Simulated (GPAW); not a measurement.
**1T-SiSSe monolayer: simulated STM images**

Wanted: filled- and empty-state images of 1T-SiSSe monolayer, with its work function.

Program: GPAW 26.7.0. Level of theory: GPAW, PAW setups; layer in a repeated cell with vacuum, relaxation of atoms and in-plane cell, in the first sound run; inputs show where later runs differ. Results are calculated unless marked as measured.

## Step 1: The structure

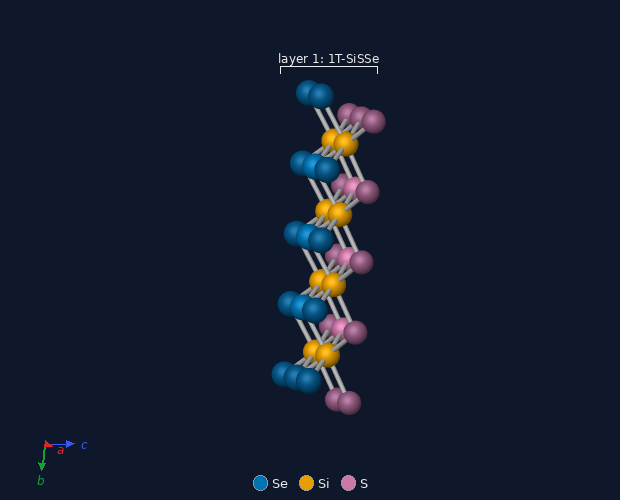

Start, viewed from the side, with the c axis across the page; selenium blue, silicon orange, sulfur pink. 1×3×1 cells are drawn. Some periodic images of atoms are drawn too.

The cell holds 3 atoms: 1 Se, 1 Si and 1 S. Cell: a = 3.405 Å, b = 3.405 Å, c = 17.924 Å, α = 90.0°, β = 90.0°, γ = 120.0°. Vacuum lies along c.

## Step 2: Relaxing the atoms

Forces are removed first; all later runs use this geometry.

run.py

```python
import json
import numpy as np
from ase import Atoms
from ase.filters import FrechetCellFilter
from ase.optimize import BFGS
from gpaw import GPAW, PW

slab = Atoms(
    ['Se', 'Si', 'S'],
    positions=[
        [1.70250, 0.98294, 8.00000],
        [0.00000, 0.00000, 9.02922],
        [-0.00000, 1.96588, 9.92364]],
    cell=[[3.405, 0.0, 0.0], [-1.7025, 2.94882, 0.0], [0.0, 0.0, 17.9236]],
    pbc=[True, True, True])

slab.calc = GPAW(mode=PW(600), xc='PBE', kpts={'size': (9, 9, 1), 'gamma': True},
                 occupations={'name': 'fermi-dirac', 'width': 0.05}, nbands='200%',
                 convergence={'density': 1e-05}, maxiter=200,
                 symmetry={'tolerance': 1e-3}, txt='slab.txt')
result = {}
# The in-plane cell is free; stress needs a cell that repeats along all three vectors
path = []
opt = BFGS(FrechetCellFilter(slab, mask=[1, 1, 0, 0, 0, 1]), maxstep=0.2)
opt.attach(lambda: path.append((slab.get_potential_energy(), slab.positions.tolist(), slab.get_forces().tolist())))
result['relaxed'] = bool(opt.run(fmax=0.02, steps=45))
result['path'] = path
result['cell'] = slab.cell.tolist()
print('in-plane lattice', slab.cell.cellpar().round(4)[[0, 1, 5]])
energy = slab.get_potential_energy()
fermi = slab.calc.get_fermi_level()
v = slab.calc.get_electrostatic_potential().mean((0, 1)) - fermi
n = slab.calc.get_pseudo_density().mean((0, 1))
L = slab.cell[2, 2]
z = np.arange(len(v)) * L / len(v)
low, high = slab.positions[:, 2].min(), slab.positions[:, 2].max()
below, above = np.interp([low - 5.8, high + 5.8], z, v)
slopes = [np.interp(x, z, np.gradient(v, z)) for x in (low - 5.8, high + 5.8)]
eps = np.array([[slab.calc.get_eigenvalues(k, s) for k in range(len(slab.calc.get_ibz_k_points()))]
                for s in range(slab.calc.get_number_of_spins())]) - fermi
top, bottom = eps[eps < 0].max(), eps[eps > 0].min()
dipole = slab.get_dipole_moment()[2]
print(f'energy {energy:.4f} eV, Fermi level {fermi:.4f} eV, dipole {dipole:.5f} e A')
print(f'potential 5.8 A off the faces, from the Fermi level: lower {below:.4f} eV, upper {above:.4f} eV')
print(f'slope of the potential there: lower {slopes[0]:.5f}, upper {slopes[1]:.5f} eV/A')
print(f'nearest levels on the mesh: {top:.4f} and {bottom:.4f} eV')
print('magnetic moment', round(slab.get_magnetic_moment(), 3))
result.update(energy=energy, fermi=fermi, dipole=dipole, below=below, above=above, slopes=slopes, edges=[top, bottom],
              z=z.tolist(), v=v.tolist(), n=n.tolist(), positions=slab.positions.tolist(),
              forces=slab.get_forces(apply_constraint=False).tolist(), moments=slab.get_magnetic_moments().tolist())
json.dump(result, open('result.json', 'w'))
```

Run with:

```bash
$ OMP_NUM_THREADS=1 OPENBLAS_NUM_THREADS=1 python run.py
```

The program printed:

```text
Step          Energy          fmax
BFGS:    0      -11.632785        6.494806
BFGS:    1      -12.853180        4.198452
BFGS:    2      -13.834727        1.800983
BFGS:    3      -13.982863        0.919539
BFGS:    4      -14.044921        1.030882
BFGS:    5      -14.103786        0.953542
BFGS:    6      -14.165616        0.605215
BFGS:    7      -14.203768        0.483515
BFGS:    8      -14.212891        0.236756
BFGS:    9      -14.213981        0.091304
BFGS:   10      -14.214257        0.008795
in-plane lattice [  3.4096   3.4096 120.    ]
energy -14.2142 eV, Fermi level -1.6592 eV, dipole -0.02566 e A
potential 5.8 A off the faces, from the Fermi level: lower 5.4124 eV, upper 5.5042 eV
slope of the potential there: lower -0.02579, upper -0.02577 eV/A
nearest levels on the mesh: -0.3859 and 0.3779 eV
magnetic moment 0.0
```

The job ended after 2.3 min (1 thread of Intel Xeon Platinum 8488C (Sapphire Rapids), shared host; peak memory 0.3 GiB).

Numbers from this step:

```yaml
dipole_along_the_normal: -0.02566 e·Å
levels_nearest_the_fermi_level_on_the_mesh: -0.3859, 0.3779 eV from the Fermi level
```

The electrostatic potential energy of an electron (without an applied field's), less the Fermi level, planar mean by z:

```csv
z (Å),"electrostatic potential energy of an electron (without an applied field's), less the Fermi level, planar mean (eV)"
0,5.46
2,5.41
4,5.35
6,4.84
8,-9.85
10,-10.5
12,5.35
14,5.56
16,5.51
```

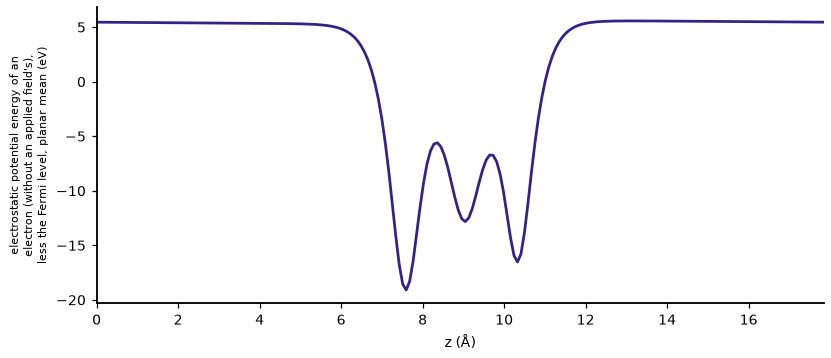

Electrostatic potential energy of an electron (without an applied field's), less the Fermi level, planar mean, plotted against z.

The pseudo valence density, planar mean oscillates, so the rows of the table below give means over windows of 1 Å about each position, cut where the curve ends. Its maxima inside the range that stand out by 2 % of the span (Å: e/Å³): 7.2: 0.362, 8.0: 0.455, 9.9: 0.460, 10.6: 0.367. Its minima: 7.5: 0.214, 9.0: 0.218, 10.4: 0.348.

The pseudo valence density, planar mean by z; means over each step:

| z (Å) | pseudo valence density, planar mean (e/Å³) |
| --- | --- |
| 3 | 4.4e-6 |
| 4 | 8.5e-5 |
| 5 | 0.00168 |
| 6 | 0.0332 |
| 7 | 0.255 |
| 8 | 0.364 |
| 9 | 0.271 |
| 10 | 0.407 |
| 11 | 0.236 |
| 12 | 0.0214 |
| 13 | 9.4e-4 |
| 14 | 4.3e-5 |

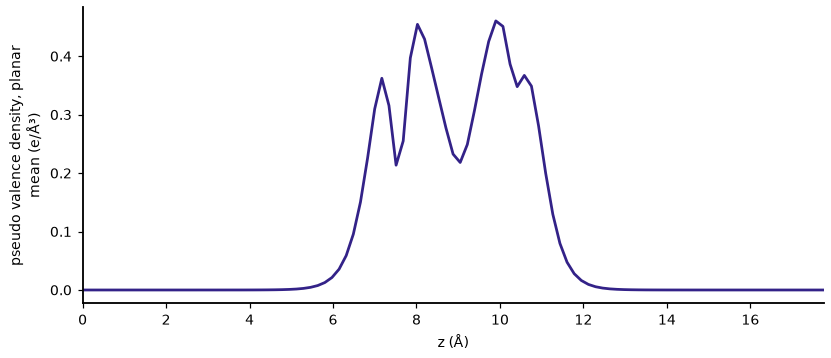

Pseudo valence density, planar mean, plotted against z.

The relaxation lowered the energy of the cell by 2.58 eV (energies extrapolated to zero smearing; the optimiser's log prints free energies). The largest force left on a free atom is 0.0088 eV/Å.

## Step 3: The slab's potential

The work function is the vacuum plateau of the electrostatic potential less the Fermi level; a dipole layer lets the two faces have plateaus of their own.

This step: GPAW, PAW setups; slab in vacuum (GPAW 26.7.0).

The cell differs from the one that the last finished run ended in (c 17.924 → 18.762 Å).

run.py

```python
import json
import numpy as np
from ase import Atoms
from ase.dft.stm import STM
from gpaw import GPAW, PW

slab = Atoms(
    ['Se', 'Si', 'S'],
    positions=[
        [1.70481, 0.98427, 8.00000],
        [0.00000, -0.00000, 9.45658],
        [-0.00000, 1.96854, 10.76174]],
    cell=[[3.40961, -0.0, 0.0], [-1.70481, 2.95282, 0.0], [0.0, 0.0, 18.7617]],
    pbc=[True, True, False])

slab.calc = GPAW(mode=PW(400), xc='PBE', kpts={'size': (9, 9, 1), 'gamma': True},
                 occupations={'name': 'fermi-dirac', 'width': 0.05}, nbands='200%',
                 convergence={'density': 1e-05}, maxiter=200,
                 poissonsolver={'dipolelayer': 'xy'},
                 symmetry={'tolerance': 1e-3}, txt='slab.txt')
result = {}
energy = slab.get_potential_energy()
fermi = slab.calc.get_fermi_level()
v = slab.calc.get_electrostatic_potential().mean((0, 1)) - fermi
n = slab.calc.get_pseudo_density().mean((0, 1))
L = slab.cell[2, 2]
z = np.arange(len(v)) * L / len(v)
low, high = slab.positions[:, 2].min(), slab.positions[:, 2].max()
below, above = np.interp([low - 5.8, high + 5.8], z, v)
slopes = [np.interp(x, z, np.gradient(v, z)) for x in (low - 5.8, high + 5.8)]
eps = np.array([[slab.calc.get_eigenvalues(k, s) for k in range(len(slab.calc.get_ibz_k_points()))]
                for s in range(slab.calc.get_number_of_spins())]) - fermi
top, bottom = eps[eps < 0].max(), eps[eps > 0].min()
dipole = slab.get_dipole_moment()[2]
print(f'energy {energy:.4f} eV, Fermi level {fermi:.4f} eV, dipole {dipole:.5f} e A')
print(f'potential 5.8 A off the faces, from the Fermi level: lower {below:.4f} eV, upper {above:.4f} eV')
print(f'slope of the potential there: lower {slopes[0]:.5f}, upper {slopes[1]:.5f} eV/A')
print(f'nearest levels on the mesh: {top:.4f} and {bottom:.4f} eV')
print('magnetic moment', round(slab.get_magnetic_moment(), 3))
result.update(energy=energy, fermi=fermi, dipole=dipole, below=below, above=above, slopes=slopes, edges=[top, bottom],
              z=z.tolist(), v=v.tolist(), n=n.tolist(), positions=slab.positions.tolist(),
              forces=slab.get_forces(apply_constraint=False).tolist(), moments=slab.get_magnetic_moments().tolist())

# Images need the states of the whole zone, up to time reversal
slab.calc = slab.calc.fixed_density(symmetry={'point_group': False}, txt='states.txt', nbands='260%',
                                    convergence={'bands': 'CBM+0.8'})
stm = STM(slab)
result['stm'] = []
for bias in [-0.5, 0.5]:
    height = high + 4.0
    current = stm.get_averaged_current(bias, height)
    x, y, h = stm.scan(bias, current)
    i, f = divmod(height / L * stm.ldos.shape[2], 1)
    I = abs((1 - f) * stm.ldos[:, :, int(i)] + f * stm.ldos[:, :, int(i) + 1])
    print(f'bias {bias} V: mean current at 4.0 A {current:.4e}, corrugation {np.ptp(h):.4f} A')
    result['stm'].append(dict(bias=bias, current=current, h=(h - high).tolist(), I=I.tolist()))
json.dump(result, open('result.json', 'w'))
```

The program printed:

```text
energy -14.1928 eV, Fermi level -1.8317 eV, dipole -0.01873 e A
potential 5.8 A off the faces, from the Fermi level: lower 5.2929 eV, upper 5.6309 eV
slope of the potential there: lower -0.00003, upper 0.00000 eV/A
nearest levels on the mesh: -0.3870 and 0.3790 eV
magnetic moment 0.0
bias -0.5 V: mean current at 4.0 A 1.3491e-10, corrugation 15.1279 A
bias 0.5 V: mean current at 4.0 A 8.2319e-08, corrugation 0.6863 A
```

Elapsed: 20 s, on 1 thread; peak memory 0.28 GiB.

This step gave:

```
dipole along the normal                    : -0.01873 e·Å
levels nearest the Fermi level on the mesh : -0.3870, 0.3790 eV from the Fermi level
upper work function                        : 5.631 eV
lower work function                        : 5.293 eV
corrugation 0.5                            : 0.6863 Å
upper ionisation energy                    : 6.018 eV
```

The electrostatic potential energy of an electron (without an applied field's), less the Fermi level, planar mean by z:

```csv
z (Å),"electrostatic potential energy of an electron (without an applied field's), less the Fermi level, planar mean (eV)"
0,5.46
1,5.29
2,5.29
3,5.29
4,5.29
5,5.29
6,5.16
7,2.66
8,-18.9
9,-7.36
10,-7.05
11,-11.3
12,4.67
13,5.59
14,5.63
15,5.63
16,5.63
17,5.63
18,5.63
```

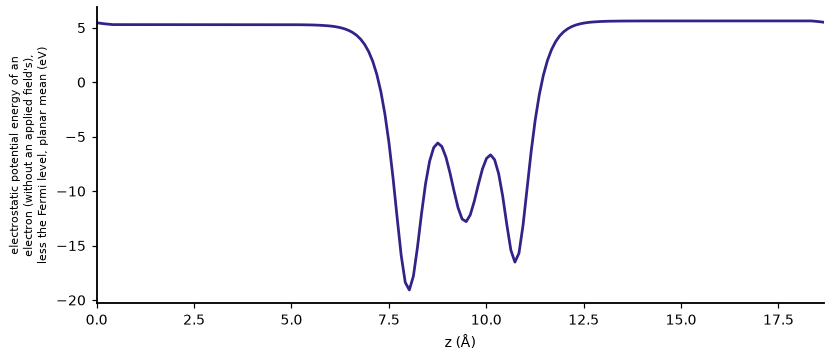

Electrostatic potential energy of an electron (without an applied field's), less the Fermi level, planar mean, plotted against z.

The pseudo valence density, planar mean oscillates, so the rows of the table below give means over windows of 2 Å about each position, cut where the curve ends. Its maxima inside the range that stand out by 2 % of the span (Å: e/Å³): 7.5: 0.344, 8.5: 0.445, 10.4: 0.462, 11.0: 0.369. Its minima: 7.9: 0.218, 9.4: 0.220, 10.8: 0.348.

Table of pseudo valence density, planar mean by z; means over each step:

```
z (Å)  pseudo valence density, planar mean (e/Å³)
    2                                           0
    4                                      5.7e-5
    6                                      0.0227
    8                                       0.316
   10                                       0.340
   12                                       0.115
   14                                      3.9e-4
   16                                      8.7e-7
```

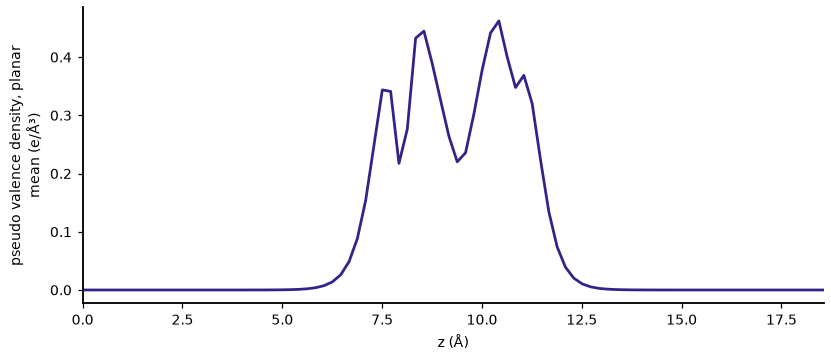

Pseudo valence density, planar mean, plotted against z.

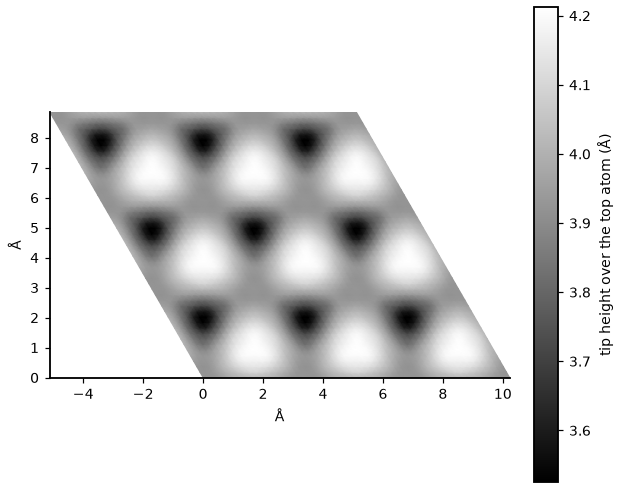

Tip height over the top atom over a1 and a2. Sample bias 0.5 V, constant current at the mean current 4.0 Å over the top atom. The cell is repeated, with its origin at the lower left corner.

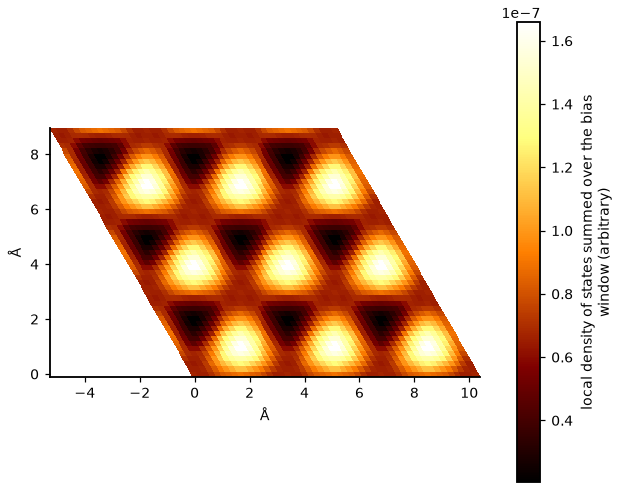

Local density of states summed over the bias window over a1 and a2. Sample bias 0.5 V, constant height 4.0 Å over the top atom. The cell is repeated, with its origin at the lower left corner.

The layer is gapped, so the Fermi level lies somewhere inside the gap, set by smearing and numerics, and these work functions are no property of the material; the band edges below the vacuum level are. The potential is flat to 3.3e-5 eV/Å where it is read, so the vacuum is wide enough. At -0.5 V the search found no usable constant-current contour near the set height, so the printed corrugation is no image; it is left out.

## Step 4: A changed run

One more run, with changed settings.

Edit run.py of step 3 so:

```diff
@@ -3,3 +3,2 @@
 from ase import Atoms
-from ase.dft.stm import STM
 from gpaw import GPAW, PW
@@ -15,5 +14,5 @@
 
-slab.calc = GPAW(mode=PW(400), xc='PBE', kpts={'size': (9, 9, 1), 'gamma': True},
+slab.calc = GPAW(mode=PW(400), xc='pbe96', kpts={'size': (9, 9, 1), 'gamma': True},
                  occupations={'name': 'fermi-dirac', 'width': 0.05}, nbands='200%',
-                 convergence={'density': 1e-05}, maxiter=200,
+                 convergence={'density': 1e-05}, maxiter=100,
                  poissonsolver={'dipolelayer': 'xy'},
@@ -42,16 +41,2 @@
               forces=slab.get_forces(apply_constraint=False).tolist(), moments=slab.get_magnetic_moments().tolist())
-
-# Images need the states of the whole zone, up to time reversal
-slab.calc = slab.calc.fixed_density(symmetry={'point_group': False}, txt='states.txt', nbands='260%',
-                                    convergence={'bands': 'CBM+0.8'})
-stm = STM(slab)
-result['stm'] = []
-for bias in [-0.5, 0.5]:
-    height = high + 4.0
-    current = stm.get_averaged_current(bias, height)
-    x, y, h = stm.scan(bias, current)
-    i, f = divmod(height / L * stm.ldos.shape[2], 1)
-    I = abs((1 - f) * stm.ldos[:, :, int(i)] + f * stm.ldos[:, :, int(i) + 1])
-    print(f'bias {bias} V: mean current at 4.0 A {current:.4e}, corrugation {np.ptp(h):.4f} A')
-    result['stm'].append(dict(bias=bias, current=current, h=(h - high).tolist(), I=I.tolist()))
 json.dump(result, open('result.json', 'w'))
```

The program printed:

```text
NameError: Unknown functional: pbe96.
```

The job ended after 0.56 s (1 thread; peak memory 0.1 GiB).

The input was rejected at the start.

The program's message: “NameError: Unknown functional: pbe96.”

The change that led to it: xc = "pbe96".

## Step 5: What came out

```
work function, upper and lower face (Fermi level placed in the gap by the smearing) : 5.631 and 5.293 eV
ionisation energy from the upper face (highest filled level on the mesh)            : 6.02 eV
electron affinity from the upper face (lowest empty Kohn-Sham level on the mesh)    : 5.25 eV
dipole along the normal                                                             : -0.0187 e Å
corrugation at 0.5 V                                                                : 0.686 Å
```

In words: At 0.5 V the tip height varies by 0.69 Å over the cell. Negative sample bias images filled states, positive bias empty ones. The two faces differ by 0.34 eV, the step that the slab's dipole makes (e p/(ε0 A) gives 0.34 eV), so the dipole layer is needed. The levels nearest the Fermi level on the mesh lie 0.766 eV apart, so the slab is gapped there: the smearing puts the Fermi level inside the gap, and from either face the ionisation energy is the work function plus 0.39 eV. Both are Kohn-Sham levels on the mesh, and semilocal gaps are too small, so the affinity tends to come out too large and the ionisation energy too small. The images are of Tersoff-Hamann type: an s-wave tip, no tip-sample forces, heights closer than in a microscope. The relaxation of atoms and cell ran in a fully periodic cell without the dipole layer, so the atoms of this polar layer felt a small spurious field. Biases count from a Fermi level whose place in the gap is arbitrary, so only their reach past the band edges has a meaning. The layer's cell and atoms come from the relaxation; spin-orbit coupling and temperature are left out.

[Logs are printed without paths, hosts, clocks, repeated set-up lines and the standing remarks that a program may print on its own settings, such as how far it seeks lower states.]

[Hosts, paths, dates, database ids (printed as entryN), source tags and the programs' standing remarks are cut or masked in the printed files.]
